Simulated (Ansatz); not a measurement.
## How the smearing shapes the phonons of Au-Pt-Au stack of (111) layers

Aim: see how the phonons of Au-Pt-Au stack of (111) layers along the first symmetry line respond to the electronic smearing. The first relaxation steps of the session are not shown, so no cell shown is the starting entry, unless a step says so.

Method: DFT PBE, scalar-relativistic, plane waves, PAW; PAW set soft_1, in Ansatz 0.2.0.

## 1. The cell after earlier relaxation steps

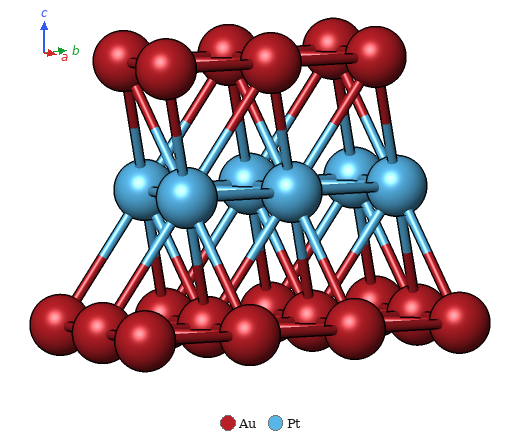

The starting structure, seen from the side, with the c axis up (gold red, platinum blue). 2×3×1 cells are drawn. Some periodic images of atoms are drawn too.

The cell holds 3 atoms: 2 Au and 1 Pt. Cell: a = 2.790 Å, b = 2.790 Å, c = 32.853 Å, α = 90.0°, β = 90.0°, γ = 120.0°. Vacuum lies along c.

## 2. Tight relaxation

Phonons are second derivatives about the minimum, so the remaining forces must be small: the thresholds are tightened. Earlier relaxation steps are not shown.

input.yaml

```yaml
crystal:
  lattice:
    - [2.7901027846, 0.0, 0.0]
    - [-1.3950513923, 2.4162998907, 0.0]
    - [0.0, 0.0, 32.8528545601]
  atoms:
    - { symbol: Au, position: [0.0, 0.0, 0.1612955221] }
    - { symbol: Pt, position: [0.3333333333, 0.6666666667, 0.2363026015] }
    - { symbol: Au, position: [0.6666666667, 0.3333333333, 0.3113096809] }
  periodic: [true, true, false]
kpoints:
  mp_grid: { grid: [12, 12, 1] }
hamiltonian:
  xc: pbe
  pseudopotentials: { kind: paw, azcp: { folder: soft_1 } }
scf:
  occupations: { method: methfessel_paxton, width: 0.2 }
output:
  forces: true
  stress: true
  eigenvalues: true
  write_density: true
  write_potential: true
  elf: true
  volumetric_format: npy
relax:
  adjacent_minimum: "off"
  f_tol: 0.001
  max_steps: 60
  cell: { stress_2d_tol: 0.002 }
```

Run with:

```console
> ansatz run input.yaml --threads 4 --pin off --max-ram 12288MiB --backend cpu --events-out ev --progress --plain --runs-dir out
```

Numbers of over 12 decimals in the logs are rounded to 6 here.

The log of the run:

```text
[the first part of the log is left out]
  E_paw        = -28947.039606  (= ΣΔE_a)
  E_vpaw       = -1109.884549  (= ΣTr[D̂ρ^β])
  E_aug_tail   = 0.004310  (compensation charges beyond the density's cutoff)
  E_ewald      = 114951.948588
  E_smearing   = -0.002320  (= −TS)
  E_closure    = -0.000000  (closes the sum)
  Σ components = -38826.432881   (vs F -38826.432881, Δ=0.00e0)
--- Forces (eV/Å), atoms counted from 1 ---
  atom   1  Au     0.00000000    -0.00000000     0.00000197
  atom   2  Pt     0.00000000     0.00000000     0.00000000
  atom   3  Au    -0.00000000     0.00000000    -0.00000197
  max |Σ_I F_I| component: 1.05e-30 eV/Å
--- 2D stress c σ (N/m, compression-positive) ---
       -0.000133       0.000000       0.000000
        0.000000      -0.000133      -0.000000
        0.000000      -0.000000      -0.000000
  P = ½ c Tr σ = -0.0001 N/m
--- Band table (eV; the first three rows and the last of 19) ---
  k-point 0: bands = ["-110.3806", "-110.3805", "-103.2101", "-61.6840", "-61.6840", "-61.6840", "-61.6840", "-61.6388", "-61.6377", "-57.2807", "-57.2807", "-57.2152", "-14.0743", "-13.0851", "-12.2599", "-9.4234", "-9.4234", "-9.3992", "-9.3811", "-9.3811", "-9.3785", "-8.3239", "-8.3239", "-7.4695", "-7.4695", "-7.3500", "-7.3500", "-6.6940", "-5.7847", "-5.7847", "-5.0400", "-0.4994 (-0.5051°)", "-0.1341", "0.6825"]
  k-point 1: bands = ["-110.3796", "-110.3796", "-103.2088", "-61.7009", "-61.7009", "-61.6883", "-61.6883", "-61.6367", "-61.6357", "-57.3036", "-57.2863", "-57.2124", "-13.8339", "-12.8392", "-12.0317", "-9.5518", "-9.5275", "-9.4201", "-9.2649", "-9.2596", "-9.2207", "-8.4756", "-8.1967", "-7.9293", "-7.5995", "-7.5415", "-7.3219", "-6.2836", "-6.1250", "-5.8024", "-4.2108", "-0.3566 (-0.3614°)", "0.0547", "0.8397"]
  k-point 2: bands = ["-110.3772", "-110.3772", "-103.2050", "-61.7469", "-61.7468", "-61.6998", "-61.6998", "-61.6311", "-61.6303", "-57.3658", "-57.3017", "-57.2047", "-13.1679", "-12.1834", "-11.4482", "-9.8290", "-9.7009", "-9.5281", "-9.1327", "-8.8619", "-8.8144", "-8.7618", "-8.4779", "-8.0013", "-7.9728", "-7.6841", "-7.1405", "-6.5056", "-5.8534", "-5.4773", "-2.8959", "0.0683 (0.0655°)", "0.6194", "1.3188"]
  k-point 18: bands = ["-110.3653", "-110.3653", "-103.1873", "-61.8600", "-61.8597", "-61.8594", "-61.8594", "-61.6041", "-61.6041", "-57.5174", "-57.5174", "-57.1678", "-10.3503", "-10.1145", "-10.1145", "-9.5946", "-9.4874", "-9.4874", "-9.2909", "-9.2695", "-9.2695", "-9.2651", "-7.6319", "-7.6319", "-6.8901", "-6.8901", "-5.9585", "-0.9696", "-0.9696", "-0.5456", "0.9107", "1.2104", "1.2104", "3.2864"]
  ° read free of the cell's end (the report's vacuum.weakly_bound_levels)
--- Relaxed structure (5 steps of the walk, 4 accepted, 1 SCFs on fresh bases) ---
  F+E_penalty+E_count = -38826.43288140 eV   max|allowed force component| = 1.967e-6 eV/Å   (the final SCF, on the basis selected at the relaxed cell)
  cell:  # Å, volume = 221.5478 Å³
    - [2.790499, 0.0, 0]
    - [-1.395250, 2.416643, 0]
    - [0, 0, 32.8528545601]
  atoms:
    - { symbol: Au, position: [0, 0, 0.161365] }
    - { symbol: Pt, position: [0.333333, 0.666667, 0.236303] }
    - { symbol: Au, position: [0.666667, 0.333333, 0.311241] }
```

Run time: 9.8 s. Hardware: 4 threads of Intel Xeon Gold 6455B (Sapphire Rapids), shared host; peak memory 0.68 GiB; 37 s of CPU time.

Little changed from the start: no atom moved by 0.005 Å and no cell edge by 0.1 %.

Numbers from this step:

```
metallic on mesh  : yes
gap on the k-mesh : 0 eV
```

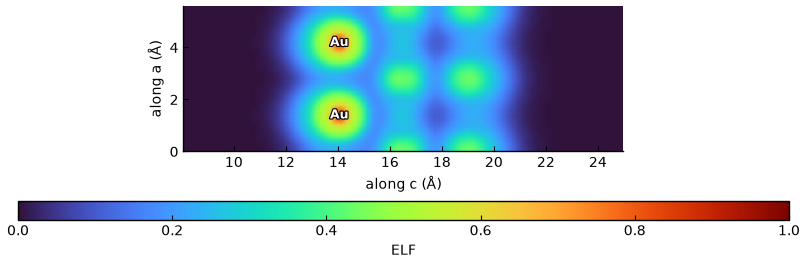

ELF in the ca plane at fractional y = 0.000, with atoms of Au within 0.2 Å of it. It is the smooth field of the valence electrons, not physical close to the nuclei. The map starts off the cell's origin, so that atoms lie inside it. The far vacuum is left out of the map.

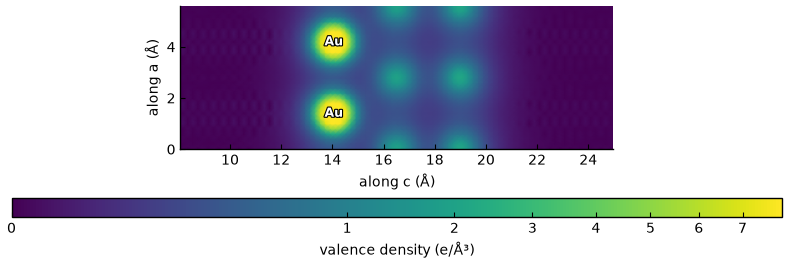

Valence density in the ca plane at fractional y = 0.000, with atoms of Au within 0.2 Å of it. It is the smooth field of the valence electrons, not physical close to the nuclei. The map starts off the cell's origin, so that atoms lie inside it. The colour scale is stretched toward low values. The far vacuum is left out of the map.

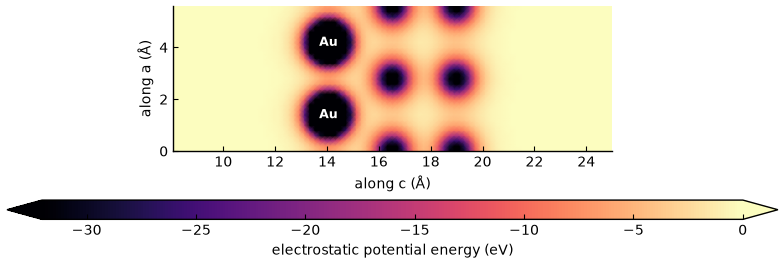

Electrostatic potential energy in the ca plane at fractional y = 0.000, with atoms of Au within 0.2 Å of it. With pseudopotentials it is smooth inside the atoms' cores, unlike the true potential. The map starts off the cell's origin, so that atoms lie inside it. The far vacuum is left out of the map.

## 3. Wavevectors along a line: Fermi–Dirac smearing of 0.1 eV

Each wavevector is solved by itself, so no interpolation smooths a dip of the branch.

input.yaml

```yaml
crystal:
  lattice:
    - [2.790499161, 0.0, 0.0]
    - [-1.3952495805, 2.4166431627, 0.0]
    - [0.0, 0.0, 32.8528545601]
  atoms:
    - { symbol: Au, position: [0.0, 0.0, 0.1613645982] }
    - { symbol: Pt, position: [0.3333333333, 0.6666666667, 0.2363026015] }
    - { symbol: Au, position: [0.6666666667, 0.3333333333, 0.3112406048] }
  periodic: [true, true, false]
kpoints:
  mp_grid: { grid: [18, 18, 1] }
hamiltonian:
  xc: pbe
  pseudopotentials: { kind: paw, azcp: { folder: soft_1 } }
scf:
  occupations: { method: fermi_dirac, width: 0.1 }
output:
  eigenvalues: true
phonons:
  method: dfpt
  qpoints:
    - [0, 0, 0]
    - [0.166666667, 0.0, 0.0]
    - [0.333333333, 0.0, 0.0]
    - [0.5, 0.0, 0.0]
```

The log of the run:

```text
Warning: crystal.symmetry: narrowed to the stabiliser of the run's FFT grids — unitary ops 12 → 6. A phonons.method: dfpt run fills in the rows of the dynamical matrix that it does not solve by its symmetry operations, which is exact only for operations that map its FFT grids onto themselves: filled in by any other, the frequencies could depend on the order in which like atoms are typed, or, by more than the grids' own error, on where the crystal sits among the grids' points. Excluded: 6 operations. The run can therefore solve more perturbations, solve them on more k-points, or both, and cost more. [rest of the remark cut]
The run solves and reports these wavevectors of phonons.qpoints, in the list's order, at another value: [0.166666667, 0.0, 0.0] as [0.166667, 0.0, 0.0], [0.333333333, 0.0, 0.0] as [0.333333, 0.0, 0.0].
[...]
Crystal: 3 atoms, lattice volume = 221.548 Å³
Basis set: ecut = 420 eV, 4369 PW (Γ), exchange–correlation on 40×40×450 points (8 copies of the dense FFT grid, shifted against one another)
Bands: 34, of which v1, the nominal top of the filled ones, is band 28 counted from 1 (27 counted from 0)
Symmetry: 12 space group operations
k-points: 37 of 324 (irreducible under 6 space group operations, time reversal used)
[...]
SCF iter   1: F=—  HF=-38827.315706 eV  |F-HF|=—  |Δ(HF+E_count)|=         —  Δρ=3.48e-2  dr2=3.23e0  ethr=3.10e-3  ⟨swp⟩=15.3  Hψ=9599  notcnv=0
[...]
SCF iter  12: F=-38826.480432 eV  HF=-38826.480432 eV  |F-HF|=2.55e-10  |Δ(HF+E_count)|=  3.13e-10  Δρ=3.04e-8  dr2=1.74e-12  ethr=1.00e-12  ⟨swp⟩=20.2  Hψ=10188  notcnv=0
SCF 1 converged in 12 iterations: F = -38826.480432 eV  dr2 = 1.74e-12
[...]
NSCF: frozen V_eff on 37 k-points
WARN: eigensolver did not converge (k=0): 1 band(s) unlocked after 2 eigensolves, warm-restarted (20 sweeps on the last) at ethr=2.87e-12 eV (storage-precision floor; scheduled 1.00e-12 eV) (lowest unlocked band 33, counted from 0; max residual 1.09e-5 eV among the unlocked bands, 1.09e-5 eV over every band; other slots of this pass that fall short are told together in one closing line; warning suppressed until the next SCF loop or pass starts)
WARN: eigensolver did not converge in 19 slots of this pass, the one above among them; of largest residual over every band (k=24): 1 band(s) unlocked (lowest unlocked band 33, counted from 0; max residual 9.14e-3 eV among the unlocked bands, 9.14e-3 eV over every band); of lowest unlocked band (k=0): band 33
[...]
DFPT response loops at q = (0, 0, 0) (fractional): preconditioner auto → none (partly filled bands, converged f_vac=0.733); β = 0.50; Broyden in place of MSR1
[...]
SCF converged after 12 iterations
Free energy (F): -38826.480432 eV
[...]
Internal energy: -38826.441832 eV  (E = F + TS)
E sigma→0 (E₀):  -38826.461132 eV
Entropy (-TS):   -0.038600 eV (-12.867 meV/atom)
Fermi energy:    -5.380500 eV
[...]
--- Band table (eV; the first three rows and the last of 37) ---
  k-point 0: bands = [... 24 lower, -7.4617, -7.3642, -7.3642, -6.7002, -5.8349, -5.8349, -5.0468, -0.5001 (-0.5057°), ... 2 higher]
  k-point 1: bands = [... 24 lower, -7.4990, -7.4823, -7.3525, -6.4456, -6.0798, -5.8424, -4.6033, -0.4366 (-0.4418°), ... 2 higher]
  k-point 2: bands = [... 24 lower, -7.7734, -7.5841, -7.3176, -6.3883, -5.9556, -5.8647, -3.8072, -0.2473 (-0.2514°), ... 2 higher]
  k-point 36: bands = [... 24 lower, -6.9098, -6.9098, -5.9913, -0.9739, -0.9739, -0.5880, 0.9137, 1.2018, ... 2 higher]
  ° read free of the cell's end (the report's vacuum.weakly_bound_levels)
--- Phonons (Γ-DFPT): 6 representative perturbations + reference (Σ response iterations 28) ---
  ASR residual: 2.735e-4 → 0.000e0 eV/Å²; symmetrization residual: 2.255e-5 eV/Å²
  The last average, over the group as it would stand without the narrowing to the FFT grids, took up to 2.299e-5 eV/Å² of the zone centre's force constants
  ASR residual per site (eV/Å²): 9.87e-5 2.74e-4 1.44e-4
  Γ frequencies (cm⁻¹): 0.00 0.00 0.00 19.98 19.98 37.44 37.44 72.90 120.36
  non-analytic LO–TO correction: not included (Born effective charges unavailable; polar crystals: no LO–TO splitting at Γ)
--- Phonons (arbitrary-q DFPT): 4 explicit q-points ---
  q = [0, 0, 0] (of the zone-centre solve; hermiticity 6.49e-6, symmetrization 1.47e-12, taken by the last average 3.31e-6): -0.00 0.00 0.00 19.98 19.98 37.44 37.44 72.90 120.36
  q = [0.166667, 0, 0] (6 solved perturbations in 1485 linear systems a pass and spin channel, the states on 324 of 324 k-point pairs; hermiticity 3.43e-5, symmetrization 1.25e-9, taken by the last average 4.04e-6): 19.52 42.85 45.73 54.64 61.69 78.95 87.41 97.41 120.84
[...]
sum rule: each row above includes the acoustic sum rule's correction from the zone centre's row sums; it moved no ω² by more than (0.62 cm⁻¹)²
```

The job ended after 8.7 min (4 threads; peak memory 4.5 GiB; 34 min of CPU time).

Each wavevector solved by linear response. The frequency by |q| along the line; 7 of 9 lines:

| \|q\| along the line (Å⁻¹) | mode 1 (cm⁻¹) | mode 2 (cm⁻¹) | mode 3 (cm⁻¹) | mode 4 (cm⁻¹) | mode 5 (cm⁻¹) | mode 6 (cm⁻¹) | mode 7 (cm⁻¹) |
| --- | --- | --- | --- | --- | --- | --- | --- |
| 0.000 | 0 | 0 | 0 | 20.0 | 20.0 | 37.4 | 37.4 |
| 0.433 | 19.5 | 42.9 | 45.7 | 54.6 | 61.7 | 79.0 | 87.4 |
| 0.867 | 41.8 | 54.3 | 72.5 | 74.1 | 90.1 | 101 | 138 |
| 1.300 | 48.5 | 59.1 | 84.0 | 85.0 | 101 | 104 | 154 |

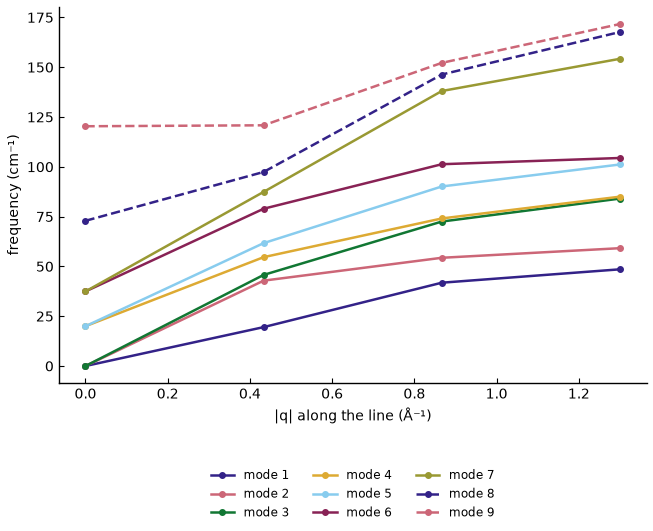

Frequency against |q| along the line.

## 4. Wavevectors along a line: Fermi–Dirac smearing of 0.25 eV

Each wavevector is solved by itself, so no interpolation smooths a dip of the branch.

Edit input.yaml of step 3 so:

```diff
@@ -16,3 +16,3 @@
 scf:
-  occupations: { method: fermi_dirac, width: 0.1 }
+  occupations: { method: fermi_dirac, width: 0.25 }
 output:
```

Wider smearing eases the sum over k-points of a metal but moves the result away from its zero-temperature value.

The log of the run:

```text
[...]
band count auto-derived: 38 (N_el = 56.0; filled up to band 28; 34 by the electrons, moments and atoms)
[...]
Crystal: 3 atoms, lattice volume = 221.548 Å³
Basis set: ecut = 420 eV, 4369 PW (Γ), exchange–correlation on 40×40×450 points (8 copies of the dense FFT grid, shifted against one another)
Bands: 38, of which v1, the nominal top of the filled ones, is band 28 counted from 1 (27 counted from 0)
Symmetry: 12 space group operations
k-points: 37 of 324 (irreducible under 6 space group operations, time reversal used)
[...]
SCF iter   1: F=—  HF=-38827.481835 eV  |F-HF|=—  |Δ(HF+E_count)|=         —  Δρ=3.54e-2  dr2=3.46e0  ethr=3.10e-3  ⟨swp⟩=16.1  Hψ=11139  notcnv=0  defer=21
[...]
SCF iter  12: F=-38826.617332 eV  HF=-38826.617332 eV  |F-HF|=4.37e-11  |Δ(HF+E_count)|=  2.62e-10  Δρ=2.53e-8  dr2=8.99e-13  ethr=1.00e-12  ⟨swp⟩=25.1  Hψ=12304  notcnv=0
SCF 1 converged in 12 iterations: F = -38826.617332 eV  dr2 = 8.99e-13
[...]
SCF converged after 12 iterations
Free energy (F): -38826.617332 eV
[...]
Internal energy: -38826.249304 eV  (E = F + TS)
E sigma→0 (E₀):  -38826.433318 eV
Entropy (-TS):   -0.368028 eV (-122.676 meV/atom)
Fermi energy:    -5.362729 eV
[...]
--- Band table (eV; the first three rows and the last of 37) ---
  k-point 0: bands = [... 24 lower, -7.5202, -7.4215, -7.4215, -6.7486, -5.9183, -5.9183, -5.0873, -0.5180 (-0.5233°), ... 6 higher]
  k-point 1: bands = [... 24 lower, -7.5577, -7.5378, -7.4091, -6.4973, -6.1558, -5.9256, -4.6512, -0.4549 (-0.4597°), ... 6 higher]
  k-point 2: bands = [... 24 lower, -7.8256, -7.6431, -7.3723, -6.4602, -6.0112, -5.9473, -3.8571, -0.2663 (-0.2702°), ... 6 higher]
  k-point 36: bands = [... 24 lower, -6.9752, -6.9752, -6.0746, -1.0241, -1.0241, -0.6454, 0.8596, 1.1538, ... 6 higher]
  ° read free of the cell's end (the report's vacuum.weakly_bound_levels)
[...]
ASR residual: 7.970e-4 → 0.000e0 eV/Å²; symmetrization residual: 3.693e-5 eV/Å²
[...]
ASR residual per site (eV/Å²): 3.08e-4 7.97e-4 3.27e-4
  Γ frequencies (cm⁻¹): 0.00 0.00 0.00 19.90 19.90 38.36 38.36 70.73 119.23
[...]
--- Phonons (arbitrary-q DFPT): 4 explicit q-points ---
[...]
```

It took 8.8 min on 4 threads; peak memory 4.7 GiB.

Each wavevector solved by linear response. Table of frequency by |q| along the line; 7 of 9 lines:

| \|q\| along the line (Å⁻¹) | mode 1 (cm⁻¹) | mode 2 (cm⁻¹) | mode 3 (cm⁻¹) | mode 4 (cm⁻¹) | mode 5 (cm⁻¹) | mode 6 (cm⁻¹) | mode 7 (cm⁻¹) |
| --- | --- | --- | --- | --- | --- | --- | --- |
| 0.000 | 0 | 0 | 0 | 19.9 | 19.9 | 38.4 | 38.4 |
| 0.433 | 18.6 | 42.3 | 45.7 | 52.2 | 61.0 | 78.3 | 87.2 |
| 0.867 | 39.7 | 52.4 | 72.0 | 74.2 | 87.6 | 96.3 | 137 |
| 1.300 | 47.4 | 57.1 | 83.6 | 85.3 | 95.6 | 99.9 | 154 |

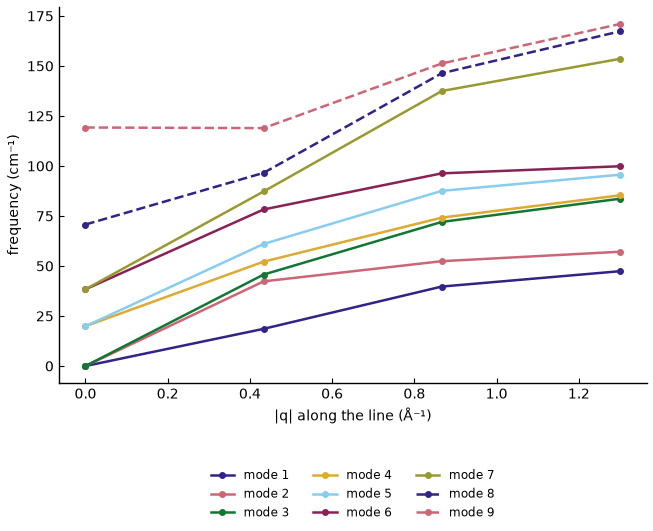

Frequency, plotted against |q| along the line.

Against step 3 (now smearing width 0.25 eV), the free energy moves by -45.6 meV an atom.

(Part 1 of 2 ends here.)

[Logs are printed without paths, hosts, clocks, repeated set-up lines and the standing remarks that a program may print on its own settings, such as how far it seeks lower states.]

[Hosts, paths, dates, database ids (printed as entryN), source tags and the programs' standing remarks are cut or masked in the printed files.]
